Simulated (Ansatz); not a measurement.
# Geometry relaxation of SiN$_{3}$H$_{7}$O (part 1 of 2)

SiN$_{3}$H$_{7}$O, SMILES N[Si](N)(N)O, computed with RKS PBE-D4/def2-SVP (Ansatz 0.2.0).

The geometry: force-field start. Figures and captions count atoms from 1; the log counts them from 0 in places.

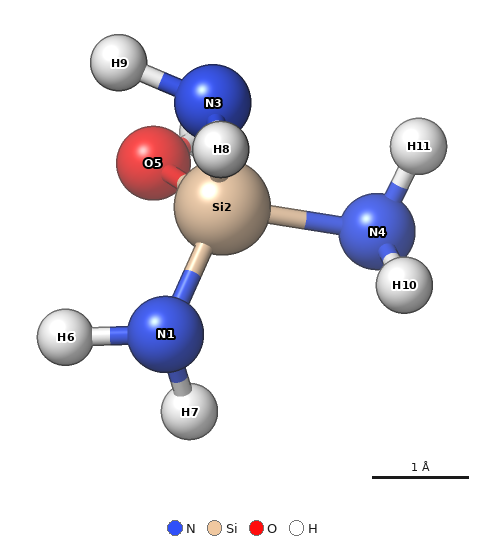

Fig. 1: The starting structure (ball-and-stick view, seen at an oblique angle; atoms are numbered from 1 in the order of the input). Bond lengths as drawn: H–N 0.95 to 1.07 Å, H–O 0.97 Å, N–Si 1.57 to 1.66 Å and O–Si 1.60 Å.

Key numbers:

- outcome: converged
- total energy: −14493.3925 eV
- mean-field energy: −14493.1400 eV
- dispersion energy: −0.2525 eV
- SCF solution under orbital rotations: stable
- largest force (length of the vector) at the end: 0.023 eV/Å
- dipole moment: 1.60 D
- hardware: 4 threads of Arm Neoverse V1, 23 GiB of memory available, shared host
- wall time: 14 s (CPU time 50 s)
- peak memory: 0.15 GiB

Input:
```yaml
crystal:
  periodic: [false, false, false]
  atoms:
    - {symbol: N, position_ang: [-0.904100, 1.153300, -0.154500]}
    - {symbol: Si, position_ang: [0.180200, 0.052300, 0.114700]}
    - {symbol: N, position_ang: [-0.644100, -1.224500, 0.734600]}
    - {symbol: N, position_ang: [0.787700, -0.425500, -1.355900]}
    - {symbol: O, position_ang: [1.375300, 0.578000, 1.034600]}
    - {symbol: H, position_ang: [-1.129300, 1.710300, 0.700800]}
    - {symbol: H, position_ang: [-0.512800, 1.898200, -0.775200]}
    - {symbol: H, position_ang: [-1.511900, -1.201000, 0.354500]}
    - {symbol: H, position_ang: [-0.733400, -1.051800, 1.785500]}
    - {symbol: H, position_ang: [-0.089700, -0.463100, -1.946400]}
    - {symbol: H, position_ang: [0.982100, -1.408700, -1.237000]}
    - {symbol: H, position_ang: [2.277000, 0.327500, 0.778200]}
basis:
  gaussian: {orbitals: def2-SVP}
hamiltonian: {xc: pbe, dispersion: d4}
relax: {f_tol: 0.03, max_steps: 200}
```

Command:
```bash
ansatz run in.yaml --threads 4 --pin off --events-out ev --progress --plain --max-ram 10444MiB
```

Log:
```
Functional definition: PBE
  name "PBE"
  cite "Perdew, Burke & Ernzerhof, Phys. Rev. Lett. 77, 3865 (1996) doi:10.1103/PhysRevLett.77.3865"
  parent pbe
  parameter kappa = 0.804
  parameter beta = 0.06672455060314922
  exchange = pbe_x(kappa = kappa, mu = beta*pi^2/3)
  correlation = pbe_c(beta = beta)
1261 factors; their error is unknown
mean field evaluation 1: about -14467.8810 eV, gradient 1.1e2 eV
mean field evaluation 2: about -14424.3320 eV, gradient 1.7e2 eV
mean field evaluation 4: about -14491.2308 eV, gradient 5.8e0 eV
mean field evaluation 8: about -14491.2240 eV, gradient 2.4e-1 eV
mean field evaluation 16: about -14491.2241 eV, gradient 5.6e-5 eV
mean field -14491.22409720 eV, -532.5426630676 hartree, gradient 5.6e-5 eV, S^2 0.000000; 0 other end points of the search recorded, 0 dependent functions left out
the calculation of the forces begins
reference -14491.22413316 eV, -532.5426643891 hartree; 25, 25 occupied and 84, 84 virtual orbitals, 1261 factors
relax step   1: F+E_penalty+E_count = -14491.48738466 eV  Δ(F+E_penalty+E_count) = +0.000e0 eV  max|allowed force component| = 6.993e0 eV/Å  Δτ_max = 0.0000 Å  (27 SCF iters, accepted)
these checks for a lower state are left out or cut short: starts, cluster_reference, orbital_swaps, neighbouring_geometries, increment
1261 factors; their error is unknown
mean field -14492.53445674 eV, -532.5908178926 hartree, gradient 1.6e-5 eV, S^2 0.000000; 0 other end points of the search recorded, 0 dependent functions left out
the calculation of the forces begins
reference -14492.53449413 eV, -532.5908192665 hartree; 25, 25 occupied and 84, 84 virtual orbitals, 1261 factors
relax step   2: F+E_penalty+E_count = -14492.79434740 eV  Δ(F+E_penalty+E_count) = -1.307e0 eV  max|allowed force component| = 3.227e0 eV/Å  Δτ_max = 0.1451 Å  (28 SCF iters, accepted)
these checks for a lower state are left out or cut short: starts, cluster_reference, orbital_swaps, neighbouring_geometries, increment
1261 factors; their error is unknown
mean field evaluation 32: about -14492.9874 eV, gradient 8.8e-6 eV
mean field -14492.98738629 eV, -532.6074627465 hartree, gradient 8.8e-6 eV, S^2 0.000000; 0 other end points of the search recorded, 0 dependent functions left out
the calculation of the forces begins
reference -14492.98742487 eV, -532.6074641642 hartree; 25, 25 occupied and 84, 84 virtual orbitals, 1261 factors
relax step   3: F+E_penalty+E_count = -14493.24159383 eV  Δ(F+E_penalty+E_count) = -4.472e-1 eV  max|allowed force component| = 4.830e-1 eV/Å  Δτ_max = 0.2000 Å  (35 SCF iters, accepted)
these checks for a lower state are left out or cut short: starts, cluster_reference, orbital_swaps, neighbouring_geometries, increment
1261 factors; their error is unknown
mean field -14493.02655721 eV, -532.6089022513 hartree, gradient 9.1e-6 eV, S^2 0.000000; 0 other end points of the search recorded, 0 dependent functions left out
the calculation of the forces begins
reference -14493.02659644 eV, -532.6089036930 hartree; 25, 25 occupied and 84, 84 virtual orbitals, 1261 factors
relax step   4: F+E_penalty+E_count = -14493.27875789 eV  Δ(F+E_penalty+E_count) = -3.716e-2 eV  max|allowed force component| = 5.197e-1 eV/Å  Δτ_max = 0.1802 Å  (28 SCF iters, accepted)
these checks for a lower state are left out or cut short: starts, cluster_reference, orbital_swaps, neighbouring_geometries, increment
1261 factors; their error is unknown
mean field -14493.05391273 eV, -532.6099075481 hartree, gradient 8.8e-6 eV, S^2 0.000000; 0 other end points of the search recorded, 0 dependent functions left out
the calculation of the forces begins
reference -14493.05395198 eV, -532.6099089905 hartree; 25, 25 occupied and 84, 84 virtual orbitals, 1261 factors
relax step   5: F+E_penalty+E_count = -14493.30680642 eV  Δ(F+E_penalty+E_count) = -2.805e-2 eV  max|allowed force component| = 1.742e-1 eV/Å  Δτ_max = 0.2000 Å  (33 SCF iters, accepted)
these checks for a lower state are left out or cut short: starts, cluster_reference, orbital_swaps, neighbouring_geometries, increment
1261 factors; their error is unknown
mean field -14493.08921308 eV, -532.6112048119 hartree, gradient 8.0e-6 eV, S^2 0.000000; 0 other end points of the search recorded, 0 dependent functions left out
the calculation of the forces begins
reference -14493.08925250 eV, -532.6112062607 hartree; 25, 25 occupied and 84, 84 virtual orbitals, 1261 factors
relax step   6: F+E_penalty+E_count = -14493.34177184 eV  Δ(F+E_penalty+E_count) = -3.497e-2 eV  max|allowed force component| = 3.089e-1 eV/Å  Δτ_max = 0.1999 Å  (34 SCF iters, accepted)
these checks for a lower state are left out or cut short: starts, cluster_reference, orbital_swaps, neighbouring_geometries, increment
1261 factors; their error is unknown
mean field -14493.11811858 eV, -532.6122670695 hartree, gradient 8.6e-6 eV, S^2 0.000000; 0 other end points of the search recorded, 0 dependent functions left out
the calculation of the forces begins
reference -14493.11815777 eV, -532.6122685097 hartree; 25, 25 occupied and 84, 84 virtual orbitals, 1261 factors
relax step   7: F+E_penalty+E_count = -14493.37068960 eV  Δ(F+E_penalty+E_count) = -2.892e-2 eV  max|allowed force component| = 2.138e-1 eV/Å  Δτ_max = 0.2000 Å  (34 SCF iters, accepted)
these checks for a lower state are left out or cut short: starts, cluster_reference, orbital_swaps, neighbouring_geometries, increment
1261 factors; their error is unknown
mean field evaluation 64: about -14492.6017 eV, gradient 1.4e1 eV
mean field -14493.12179556 eV, -532.6124021962 hartree, gradient 8.6e-6 eV, S^2 0.000000; 0 other end points of the search recorded, 0 dependent functions left out
the calculation of the forces begins
reference -14493.12183494 eV, -532.6124036431 hartree; 25, 25 occupied and 84, 84 virtual orbitals, 1261 factors
relax step   8: F+E_penalty+E_count = -14493.37395027 eV  Δ(F+E_penalty+E_count) = -3.261e-3 eV  max|allowed force component| = 4.686e-1 eV/Å  Δτ_max = 0.2000 Å  (34 SCF iters, accepted)
these checks for a lower state are left out or cut short: starts, cluster_reference, orbital_swaps, neighbouring_geometries, increment
1261 factors; their error is unknown
mean field -14493.12361536 eV, -532.6124690723 hartree, gradient 1.1e-5 eV, S^2 0.000000; 0 other end points of the search recorded, 0 dependent functions left out
the calculation of the forces begins
reference -14493.12365454 eV, -532.6124705122 hartree; 25, 25 occupied and 84, 84 virtual orbitals, 1261 factors
relax step   9: F+E_penalty+E_count = -14493.37593351 eV  Δ(F+E_penalty+E_count) = -1.983e-3 eV  max|allowed force component| = 3.417e-1 eV/Å  Δτ_max = 0.1114 Å  (28 SCF iters, accepted)
these checks for a lower state are left out or cut short: starts, cluster_reference, orbital_swaps, neighbouring_geometries, increment
1261 factors; their error is unknown
mean field -14493.13674176 eV, -532.6129514588 hartree, gradient 2.6e-5 eV, S^2 0.000000; 0 other end points of the search recorded, 0 dependent functions left out
the calculation of the forces begins
reference -14493.13678092 eV, -532.6129528980 hartree; 25, 25 occupied and 84, 84 virtual orbitals, 1261 factors
relax step  10: F+E_penalty+E_count = -14493.38922325 eV  Δ(F+E_penalty+E_count) = -1.329e-2 eV  max|allowed force component| = 2.225e-1 eV/Å  Δτ_max = 0.0676 Å  (28 SCF iters, accepted)
these checks for a lower state are left out or cut short: starts, cluster_reference, orbital_swaps, neighbouring_geometries, increment
1261 factors; their error is unknown
mean field -14493.13996852 eV, -532.6130700400 hartree, gradient 2.6e-5 eV, S^2 0.000000; 0 other end points of the search recorded, 0 dependent functions left out
the calculation of the forces begins
reference -14493.14000770 eV, -532.6130714797 hartree; 25, 25 occupied and 84, 84 virtual orbitals, 1261 factors
relax step  11: F+E_penalty+E_count = -14493.39248780 eV  Δ(F+E_penalty+E_count) = -3.265e-3 eV  max|allowed force component| = 1.812e-2 eV/Å  Δτ_max = 0.0372 Å  (29 SCF iters, accepted)
1261 factors; their error is unknown
mean field evaluation 96: about -14428.4708 eV, gradient 1.7e2 eV
```

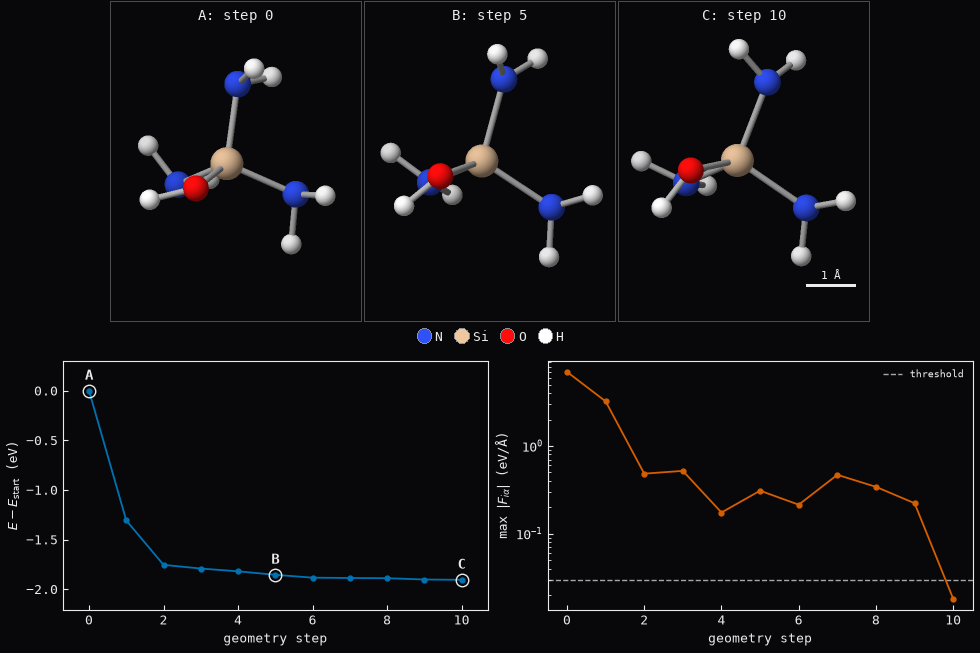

Fig. 2: Frames of the relaxation (ball-and-stick view, seen at a tilt) above the curves, on which the letters mark them (the first geometry is step 0 here and step 1 in the log).

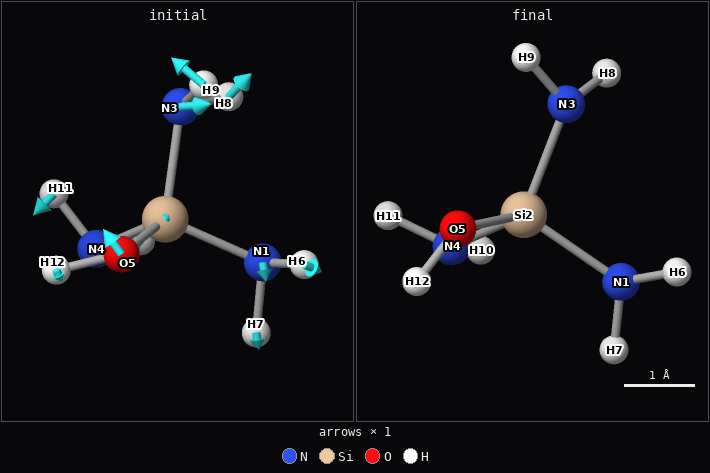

Fig. 3: Before (left) and after (right) the relaxation, at one scale (ball-and-stick view, seen at a tilt). The teal arrows give the displacements, at true length. Over 10 geometry steps the energy falls by 1.905 eV. The largest force component goes from 7 to 0.018 eV/Å. The atom that moves furthest after the best rigid fit is H9 (0.63 Å). Largest moves by element: H 0.63 Å, N 0.58 Å, O 0.45 Å, Si 0.08 Å. Distances before and after: N1–Si2 1.569 → 1.733 Å, Si2–N3 1.641 → 1.733 Å, Si2–O5 1.597 → 1.689 Å, Si2–N4 1.661 → 1.751 Å. Among the angles that change: N3–Si2–N4 107.1° → 124.6°, Si2–N4–H10 101.6° → 117.3°, Si2–N4–H11 104.3° → 118.2°. (Atoms are counted from 1 in the order of the input.)

```
mean field -14493.13996852 eV, -532.6130700400 hartree, gradient 2.5e-5 eV, S^2 0.000000; 1 other end points of the search recorded, 0 dependent functions left out
the calculation of the forces begins
reference -14493.14000770 eV, -532.6130714797 hartree; 25, 25 occupied and 84, 84 virtual orbitals, 1261 factors
Total energy: -14493.39252698 eV, -532.6223513922 hartree
Atom 0 at    -0.845619     1.407652    -0.253141 Å, force     0.006598    -0.007058    -0.004798 eV/Å
Atom 1 at     0.115775     0.026082     0.159160 Å, force    -0.016987    -0.004316    -0.014296 eV/Å
Atom 2 at    -0.917120    -0.941908     1.158745 Å, force     0.018116     0.009741     0.010098 eV/Å
Atom 3 at     0.746577    -0.472973    -1.395635 Å, force    -0.004096     0.002175    -0.003750 eV/Å
Atom 4 at     1.477387     0.164294     1.148233 Å, force     0.003281     0.003599     0.012880 eV/Å
Atom 5 at    -1.395414     1.846589     0.487615 Å, force    -0.000068     0.005947     0.008637 eV/Å
Atom 6 at    -0.481889     2.103556    -0.906649 Å, force     0.002016     0.003025    -0.001722 eV/Å
Atom 7 at    -1.824007    -1.254771     0.811277 Å, force    -0.003070    -0.009097    -0.000544 eV/Å
Atom 8 at    -0.492174    -1.629156     1.783397 Å, force    -0.012907    -0.006458    -0.010306 eV/Å
Atom 9 at     0.090088    -0.507431    -2.180161 Å, force    -0.005244     0.001170    -0.000095 eV/Å
```
